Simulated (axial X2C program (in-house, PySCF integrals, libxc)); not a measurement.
**CsH: bond curves with and without spin–orbit coupling**

Aim: find the lowest determinant of CsH, scan the bond at several levels and fit the constants, once spin-free and once with spin–orbit coupling.

Method: all-electron X2C, Cs dyall-cv3z, H dyall-v3z; program: an in-house X2C program for linear molecules on PySCF integrals.

All values are calculated.

### Step 1. Set-up

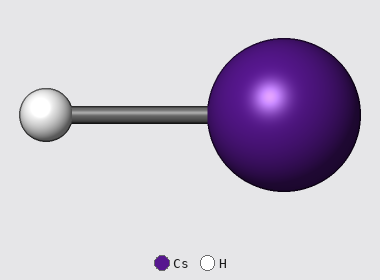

The two atoms at 2.640 Å (caesium purple, hydrogen white).

task.json reads:

```json
{
 "zs": [
  55,
  1
 ],
 "q": 0,
 "bas": [
  "dyall-cv3z",
  "dyall-v3z"
 ],
 "levels": [
  "PBE0",
  "HF",
  "PBE"
 ],
 "cc": true,
 "r0": 2.64,
 "thr": -2.0,
 "nmax": 90,
 "npts": 10,
 "nst": 2,
 "ntry": 6
}
```

Keys: zs atomic numbers; q charge; bas basis sets; levels methods (HF also brings MP2); cc coupled cluster on or off; r0 starting distance in Å; thr threshold in hartree for freezing inner shells (an s shell follows its p shell); nmax most natural virtual spinors; npts points asked for on the curve; nst determinants followed; ntry starts of the search.

Launch:

```
$ python so2c.py task.json out
```

Spin-free means the one-electron spin-free X2C Hamiltonian; two-component (2c) means X2C with spin–orbit coupling and atomic mean-field two-electron Coulomb and Gaunt terms. Basis: Cs dyall-cv3z contracted to [15s15p9d4f1g], H dyall-v3z contracted to [6s2p1d]; Gaussian nuclei, density fitting. Masses: Cs 132.905 u, H 1.008 u.

Notation: σ, π±, δ± give the projection m of an orbital's angular momentum (0, ±1, ±2), α and β its spin, Λ and M_S the sums; ω is the projection of a spinor's total angular momentum and Ω the sum. Logs are in hartree.

The results follow Hamiltonian by Hamiltonian and level by level.

### Step 2. Which state to follow

PBE0 moves the distance from 2.640 Å to 2.475 Å and compares determinants there.

Spin-free determinants:

```
ΔE (eV)           state                    open shells
   0.00  M_S = 0, Λ = 0                   closed shell
   2.16  M_S = 1, Λ = 0   beyond closed shells: 2 × σα
   3.19  M_S = 1, Λ = 1  beyond closed shells: σα, π+α
   3.25  M_S = 0, Λ = 1  beyond closed shells: σα, π+β
   3.80  M_S = 1, Λ = 2  beyond closed shells: σα, δ+α
   3.80  M_S = 0, Λ = 2  beyond closed shells: σα, δ+β
```

Two-component determinants:

```json
{"ΔE (eV)": "0.00", "state": "Ω = 0", "open shells": "closed shell"}
{"ΔE (eV)": "2.16", "state": "Ω = 1", "open shells": "excess of +ω over −ω: 2 × ω = 1/2"}
{"ΔE (eV)": "3.22", "state": "Ω = 2", "open shells": "excess of +ω over −ω: ω = 1/2, ω = 3/2"}
{"ΔE (eV)": "3.28", "state": "Ω = 1", "open shells": "excess of +ω over −ω: ω = -1/2, ω = 3/2"}
{"ΔE (eV)": "3.81", "state": "Ω = 3", "open shells": "excess of +ω over −ω: ω = 1/2, ω = 5/2"}
{"ΔE (eV)": "3.81", "state": "Ω = 2", "open shells": "excess of +ω over −ω: ω = -1/2, ω = 5/2"}
```

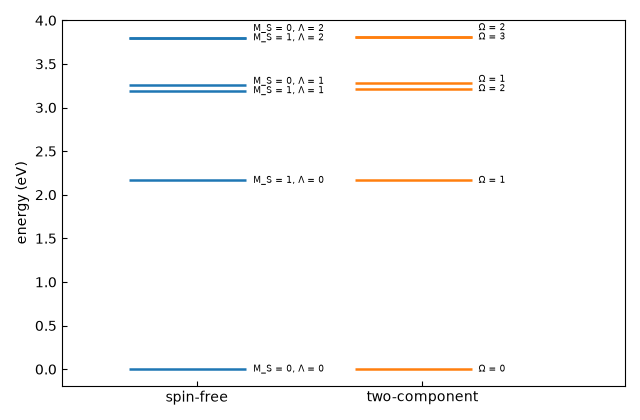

The determinants found, each set from its own lowest.

### Step 3. PBE0, spin-free

State followed: M_S = 0, Λ = 0 (closed shell). The scan is laid around 2.475 Å, a first estimate of the minimum, and this SCF restarts from the orbitals of the search.

The SCF at the reference distance of 2.475 Å:

```text
spin-free X2C-1e  PBE0
basis functions 159  fitting functions 808  grid points 5067
iter        total energy     max residual
   1      -7786.390940767     3.00e-06
   2      -7786.390940767     2.46e-06
converged
one-electron -10669.49451579  Coulomb 3065.84410510  exact exchange -47.93958946  xc functional -146.56043420  nuclear repulsion 11.75949358
```

Along the bond, energies from the lowest point:

```csv
R (Å),E (eV),μ (D),HOMO (eV),LUMO (eV),iterations
2.153,0.2068,-6.25,-4.03,-0.76,8
2.252,0.0905,-6.76,-4.02,-0.82,8
2.326,0.0377,-7.12,-4.00,-0.86,8
2.401,0.0089,-7.47,-3.98,-0.90,8
2.475,0.0000,-7.82,-3.95,-0.94,2
2.562,0.0101,-8.20,-3.91,-0.99,8
2.648,0.0378,-8.57,-3.87,-1.04,8
2.760,0.0934,-9.04,-3.82,-1.10,8
2.896,0.1831,-9.58,-3.75,-1.17,8
3.094,0.3396,-10.34,-3.65,-1.28,8
```

Dipoles are positive if H is the positive end.

Outer orbitals at the reference distance:

```tsv
symmetry	occupied	ε (eV)	atomic character
σα	yes	-28.53	100% Cs s
π+α	yes	-14.48	100% Cs p
π-α	yes	-14.48	100% Cs p
σα	yes	-14.28	97% Cs p
σα	yes	-3.95	64% H s, 16% Cs s, 13% Cs d
σα	no	-0.94	67% Cs s, 27% Cs p, 3% Cs d
π+α	no	-0.04	96% Cs p, 4% Cs d
π-α	no	-0.04	96% Cs p, 4% Cs d
σα	no	0.18	64% Cs p, 25% Cs d, 10% Cs s
```

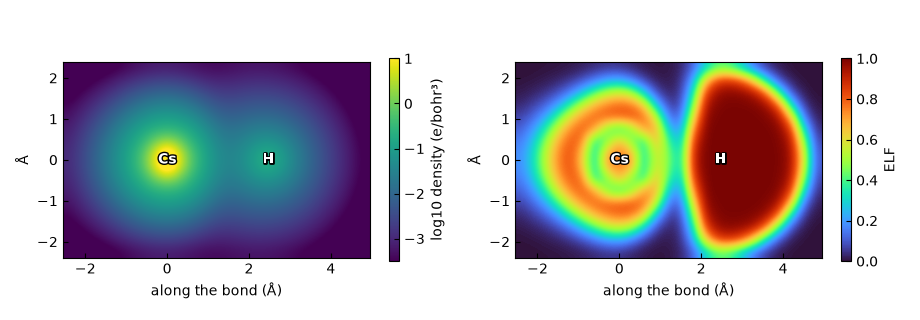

PBE0 fields in a plane through the axis, from a grid of 0.3 Å; Cs lies at z = 0 and H at z = 2.475 Å; the ELF is damped to zero where the density is low.

Re = 2.476 Å, ωe = 897 cm⁻¹, ωexe = 12.3 cm⁻¹, Be = 2.749 cm⁻¹, De = 1.77 eV, μ = -7.82 D.

### Step 4. HF, spin-free

Output at 2.475 Å:

```text
spin-free X2C-1e  HF
basis functions 159  fitting functions 808  grid points 5067
iter        total energy     max residual
   1      -7783.649274939     2.97e-01
   2      -7783.665880871     4.79e-03
   3      -7783.666322752     1.85e-03
   4      -7783.666385223     5.54e-04
   5      -7783.666401812     1.87e-04
   6      -7783.666406141     5.91e-05
   7      -7783.666406593     2.34e-05
   8      -7783.666406636     9.36e-06
   9      -7783.666406644     2.75e-06
  10      -7783.666406645     4.47e-07
converged
one-electron -10668.11247381  Coulomb 3064.49594795  exact exchange -191.80937436  xc functional 0.00000000  nuclear repulsion 11.75949358
```

Re = 2.588 Å, ωe = 854 cm⁻¹, ωexe = 10.8 cm⁻¹, Be = 2.516 cm⁻¹, De = 0.907 eV, μ = -9.50 D.

### Step 5. PBE, spin-free

The SCF at the reference distance of 2.475 Å:

```text
spin-free X2C-1e  PBE
basis functions 159  fitting functions 808  grid points 5067
iter        total energy     max residual
   1      -7786.310702407     1.02e-01
   2      -7786.312227290     5.09e-03
   3      -7786.310034402     1.03e-02
   4      -7786.313135859     1.05e-03
   5      -7786.313171846     3.33e-04
   6      -7786.313174394     1.76e-05
   7      -7786.313174399     6.37e-06
   8      -7786.313174401     2.23e-06
converged
one-electron -10669.42658785  Coulomb 3065.75399362  exact exchange 0.00000000  xc functional -194.40007375  nuclear repulsion 11.75949358
```

Re = 2.478 Å, ωe = 874 cm⁻¹, ωexe = 13.1 cm⁻¹, Be = 2.746 cm⁻¹, De = 1.82 eV, μ = -7.11 D.

### Step 6. Correlated methods, spin-free

Correlated methods: 10 electrons correlated (frozen shells, counted by type: Cs 4 s, 3 p, 2 d; H none), 228 virtual spinors in MP2, 90 natural virtuals in coupled cluster.

Output of the correlated part at 2.475 Å:

```text
correlated 10  virtual 228  natural virtual 90  E(MP2) -0.192198305  MP2 remainder -0.004250776
iter   CCSD correlation   residual
   1     -0.205185526   9.22e-02
   2     -0.210796471   3.25e-02
   3     -0.211139405   9.95e-03
   4     -0.211119570   4.83e-03
   5     -0.211130041   1.34e-03
   6     -0.211130616   3.01e-04
   7     -0.211132044   6.66e-05
   8     -0.211132226   2.00e-05
   9     -0.211132112   6.43e-06
  10     -0.211132097   2.33e-06
(T) -0.006036778  T1 0.0139  D1 0.0306  max T2 0.077
```

T1 in the output is the amplitude norm over the root of the electron number; divide by √2 for the Lee–Taylor value.

MP2: Re = 2.487 Å, ωe = 910 cm⁻¹, Be = 2.725 cm⁻¹, De = 1.55 eV.

CCSD: Re = 2.513 Å, ωe = 885 cm⁻¹, ωexe = 11.9 cm⁻¹, Be = 2.668 cm⁻¹, De = 1.77 eV. T1 at Re = 0.010 (Lee–Taylor, the printed value over √2).

CCSD(T): Re = 2.506 Å, ωe = 888 cm⁻¹, ωexe = 11.9 cm⁻¹, Be = 2.683 cm⁻¹, De = 1.77 eV. T1 at Re = 0.010 (Lee–Taylor, the printed value over √2).

### Step 7. A higher determinant, spin-free

State: M_S = 1, Λ = 0 (beyond closed shells: 2 × σα).

Output at the reference distance:

```text
spin-free X2C-1e  PBE0
basis functions 159  fitting functions 808  grid points 5067
iter        total energy     max residual
   1      -7786.311440407     1.13e-06
   2      -7786.311440407     1.29e-06
converged
one-electron -10667.85907981  Coulomb 3064.21495607  exact exchange -47.92838633  xc functional -146.49842391  nuclear repulsion 11.75949358
```

```csv
R (Å),E above the lowest PBE0 point (eV)
2.153,2.508
2.252,2.373
2.326,2.290
2.401,2.221
2.475,2.163
2.562,2.107
2.648,2.061
2.760,2.014
2.896,1.969
```

No constants are quoted: the lowest point is the long end of the scan.

### Step 8. The spin-free curves together

Energy (eV) of the followed determinant, spin-free, from each level's lowest point:

```csv
R (Å),PBE0,HF,MP2,CCSD,CCSD(T),PBE
2.153,0.207,0.370,0.228,n/a,n/a,0.201
2.252,0.091,0.201,0.103,0.121,0.116,0.088
2.326,0.038,0.114,0.045,0.057,0.053,0.037
2.401,0.009,0.054,0.012,0.018,0.016,0.009
2.475,0.000,0.018,0.000,0.000,0.000,0.000
2.562,0.010,0.000,0.008,0.001,0.003,0.009
2.648,0.038,0.004,0.034,0.021,0.024,0.035
2.760,0.093,0.033,0.090,0.069,0.074,0.087
2.896,0.183,0.098,0.182,n/a,n/a,0.171
3.094,0.340,0.229,0.346,n/a,n/a,0.317
```

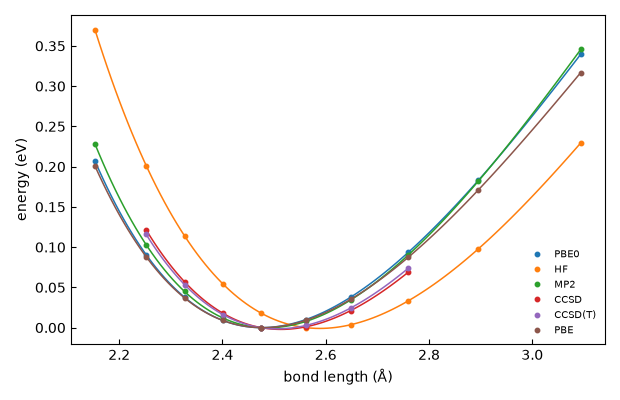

Curves of the followed state, spin-free, each from its own lowest point.

### Step 9. PBE0, 2c

State followed: Ω = 0 (closed shell). The scan is laid around 2.475 Å, a first estimate of the minimum, and this SCF restarts from the orbitals of the search.

Output at 2.475 Å:

```text
two-component X2C + atomic mean field  PBE0
basis functions 159  fitting functions 808  grid points 5067
iter        total energy     max residual
   1      -7783.182182796     8.43e-06
   2      -7783.182182796     1.03e-05
converged
one-electron -10659.63556111  Coulomb 3064.01555487  exact exchange -47.90962696  xc functional -146.47621083  nuclear repulsion 11.75949358  atomic mean-field constant -4.93583234
```

Along the bond, energies from the lowest point:

```csv
R (Å),E (eV),μ (D),HOMO (eV),LUMO (eV),iterations
2.153,0.2049,-6.23,-4.03,-0.77,8
2.252,0.0892,-6.74,-4.02,-0.82,8
2.326,0.0369,-7.11,-4.01,-0.86,8
2.401,0.0086,-7.46,-3.98,-0.90,8
2.475,0.0000,-7.80,-3.96,-0.94,2
2.562,0.0105,-8.18,-3.92,-0.99,8
2.648,0.0386,-8.56,-3.88,-1.04,8
2.760,0.0946,-9.02,-3.82,-1.10,8
2.896,0.1847,-9.57,-3.75,-1.18,8
3.094,0.3417,-10.32,-3.66,-1.28,8
```

Dipoles are positive if H is the positive end.

Outer spinors at the reference distance:

| ω | occupied | ε (eV) | atomic character | λ mixture |
| --- | --- | --- | --- | --- |
| 1/2 | yes | -28.53 | 100% Cs s | 100% σ |
| 1/2 | yes | -15.52 | 99% Cs p | 72% π, 28% σ |
| 3/2 | yes | -13.95 | 100% Cs p | 100% π |
| 1/2 | yes | -13.81 | 98% Cs p | 72% σ, 28% π |
| 1/2 | yes | -3.96 | 64% H s, 16% Cs s, 13% Cs d | 100% σ |
| 1/2 | no | -0.94 | 67% Cs s, 27% Cs p, 3% Cs d | 100% σ |
| 1/2 | no | -0.05 | 95% Cs p, 5% Cs d | 100% π |
| 3/2 | no | -0.03 | 96% Cs p, 4% Cs d | 100% π |
| 1/2 | no | 0.18 | 64% Cs p, 25% Cs d, 10% Cs s | 100% σ |

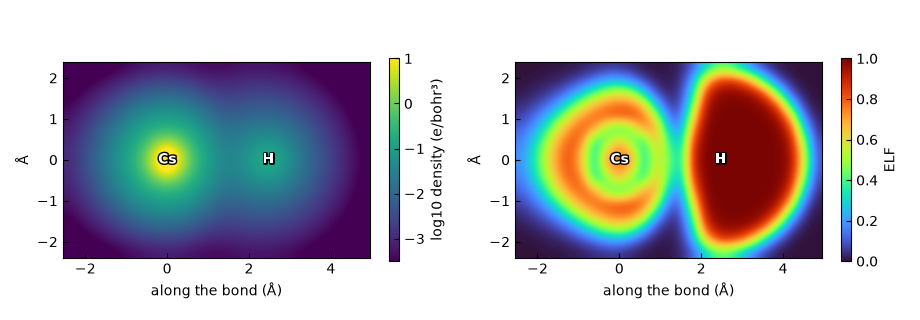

PBE0 fields in a plane through the axis, from a grid of 0.3 Å; Cs lies at z = 0 and H at z = 2.475 Å; the ELF is damped to zero where the density is low.

Re = 2.474 Å, ωe = 898 cm⁻¹, ωexe = 12.3 cm⁻¹, Be = 2.753 cm⁻¹, De = 1.77 eV, μ = -7.80 D.

### Step 10. HF, 2c

The SCF at the reference distance of 2.475 Å:

```text
two-component X2C + atomic mean field  HF
basis functions 159  fitting functions 808  grid points 5067
iter        total energy     max residual
   1      -7780.434852853     2.96e-01
   2      -7780.451473418     4.84e-03
   3      -7780.451916925     1.85e-03
   4      -7780.451979637     5.60e-04
   5      -7780.451996232     1.86e-04
   6      -7780.452000551     5.90e-05
   7      -7780.452001005     2.36e-05
   8      -7780.452001049     9.34e-06
   9      -7780.452001058     2.75e-06
  10      -7780.452001058     4.58e-07
converged
one-electron -10658.25384890  Coulomb 3062.66762734  exact exchange -191.68944074  xc functional 0.00000000  nuclear repulsion 11.75949358  atomic mean-field constant -4.93583234
```

Re = 2.587 Å, ωe = 855 cm⁻¹, ωexe = 10.8 cm⁻¹, Be = 2.519 cm⁻¹, De = 0.909 eV, μ = -9.48 D.

### Step 11. PBE, 2c

Output at 2.475 Å:

```text
two-component X2C + atomic mean field  PBE
basis functions 159  fitting functions 808  grid points 5067
iter        total energy     max residual
   1      -7783.104029657     1.02e-01
   2      -7783.105568539     5.05e-03
   3      -7783.103411278     1.02e-02
   4      -7783.106464269     1.03e-03
   5      -7783.106499184     3.32e-04
   6      -7783.106501721     1.78e-05
   7      -7783.106501727     6.25e-06
   8      -7783.106501729     2.20e-06
converged
one-electron -10659.56549600  Coulomb 3063.92331655  exact exchange 0.00000000  xc functional -194.28798352  nuclear repulsion 11.75949358  atomic mean-field constant -4.93583234
```

Re = 2.476 Å, ωe = 876 cm⁻¹, ωexe = 13.1 cm⁻¹, Be = 2.749 cm⁻¹, De = 1.82 eV, μ = -7.09 D.

### Step 12. Correlated methods, 2c

Correlated methods: 10 electrons correlated (frozen shells, counted by type: Cs 4 s, 3 p, 2 d; H none), 228 virtual spinors in MP2, 90 natural virtuals in coupled cluster.

Output of the correlated part at 2.475 Å:

```text
correlated 10  virtual 228  natural virtual 90  E(MP2) -0.191622765  MP2 remainder -0.004245929
iter   CCSD correlation   residual
   1     -0.204583606   9.21e-02
   2     -0.210177830   3.24e-02
   3     -0.210517414   9.91e-03
   4     -0.210497448   4.81e-03
   5     -0.210507851   1.34e-03
   6     -0.210508455   2.99e-04
   7     -0.210509885   6.67e-05
   8     -0.210510063   2.01e-05
   9     -0.210509948   6.45e-06
  10     -0.210509933   2.33e-06
(T) -0.005976882  T1 0.0139  D1 0.0305  max T2 0.077
```

MP2: Re = 2.486 Å, ωe = 911 cm⁻¹, Be = 2.728 cm⁻¹, De = 1.55 eV.

CCSD: Re = 2.512 Å, ωe = 885 cm⁻¹, ωexe = 11.9 cm⁻¹, Be = 2.671 cm⁻¹, De = 1.77 eV. T1 at Re = 0.010 (Lee–Taylor, the printed value over √2).

CCSD(T): Re = 2.505 Å, ωe = 889 cm⁻¹, ωexe = 11.9 cm⁻¹, Be = 2.686 cm⁻¹, De = 1.77 eV. T1 at Re = 0.010 (Lee–Taylor, the printed value over √2).

### Step 13. A higher determinant, 2c

State: Ω = 1 (excess of +ω over −ω: 2 × ω = 1/2).

Output at the reference distance:

```text
two-component X2C + atomic mean field  PBE0
basis functions 159  fitting functions 808  grid points 5067
iter        total energy     max residual
   1      -7783.102637065     1.11e-05
   2      -7783.102637065     1.31e-05
converged
one-electron -10658.00175023  Coulomb 3062.38810000  exact exchange -47.89841708  xc functional -146.41423099  nuclear repulsion 11.75949358  atomic mean-field constant -4.93583234
```

```csv
R (Å),E above the lowest PBE0 point (eV)
2.153,2.507
2.252,2.373
2.326,2.291
2.401,2.222
2.475,2.165
2.562,2.109
2.648,2.063
2.760,2.016
2.896,1.971
```

No constants are quoted: the lowest point is the long end of the scan.

### Step 14. The 2c curves together

Energy (eV) of the followed determinant, 2c, from each level's lowest point:

```csv
R (Å),PBE0,HF,MP2,CCSD,CCSD(T),PBE
2.153,0.205,0.367,0.226,n/a,n/a,0.199
2.252,0.089,0.200,0.102,0.120,0.115,0.087
2.326,0.037,0.113,0.044,0.056,0.053,0.036
2.401,0.009,0.054,0.012,0.018,0.016,0.009
2.475,0.000,0.018,0.000,0.000,0.000,0.000
2.562,0.010,0.000,0.008,0.001,0.003,0.010
2.648,0.039,0.004,0.035,0.022,0.025,0.036
2.760,0.095,0.034,0.091,0.070,0.075,0.088
2.896,0.185,0.099,0.184,n/a,n/a,0.173
3.094,0.342,0.231,0.347,n/a,n/a,0.319
```

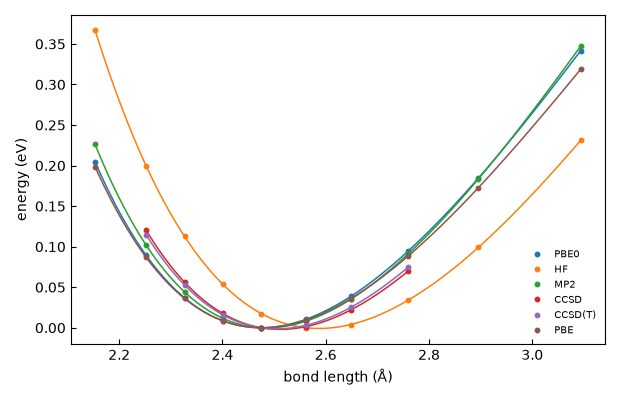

Curves of the followed state, 2c, each from its own lowest point.

Time for the job: 69 s (1 thread, shared host).

### Step 15. What came out

Lowest determinant that the search found at its distance, spin-free: M_S = 0, Λ = 0 (closed shell).

Lowest determinant that the search found at its distance, 2c: Ω = 0 (closed shell).

| Hamiltonian | level | Re (Å) | ωe (cm⁻¹) | De (eV) | μ (D) |
| --- | --- | --- | --- | --- | --- |
| spin-free | PBE0 | 2.476 | 897 | 1.77 | -7.82 |
| spin-free | HF | 2.588 | 854 | 0.907 | -9.50 |
| spin-free | MP2 | 2.487 | 910 | 1.55 | n/a |
| spin-free | CCSD | 2.513 | 885 | 1.77 | n/a |
| spin-free | CCSD(T) | 2.506 | 888 | 1.77 | n/a |
| spin-free | PBE | 2.478 | 874 | 1.82 | -7.11 |
| 2c | PBE0 | 2.474 | 898 | 1.77 | -7.80 |
| 2c | HF | 2.587 | 855 | 0.909 | -9.48 |
| 2c | MP2 | 2.486 | 911 | 1.55 | n/a |
| 2c | CCSD | 2.512 | 885 | 1.77 | n/a |
| 2c | CCSD(T) | 2.505 | 889 | 1.77 | n/a |
| 2c | PBE | 2.476 | 876 | 1.82 | -7.09 |

Dipoles are positive if H is the positive end.

Time per point (s) on 1 thread, shared host (2c runs; CCSD comes with the CCSD(T) run); the times are rough: PBE0 0.2, HF 0.14, MP2 0.26, CCSD(T) 2.5, PBE 0.14.

**Reading.** At CCSD(T), going from spin-free to two-component changes Re by -1 mÅ, ωe by +0.1 %, which is small (part of it comes from the scalar share of the two-electron terms). De moves by 0.00 eV; both De rest on single-determinant atoms, which can miss part of an open shell's spin–orbit lowering.

De refers to Cs + H, each in the lowest determinant found, which need not be this curve's own limit. Each curve is one determinant whose occupation by symmetry is held fixed; it was picked as the lowest of a PBE0 search that is not exhaustive. Closed shells are restricted here (equal orbitals for both partners), which fails at long range if the bond breaks into open shells. De is counted from the lowest determinant-based energies of the atoms at the same level, without counterpoise correction. CCSD and (T) use frozen natural virtuals with an MP2 correction for the truncation.
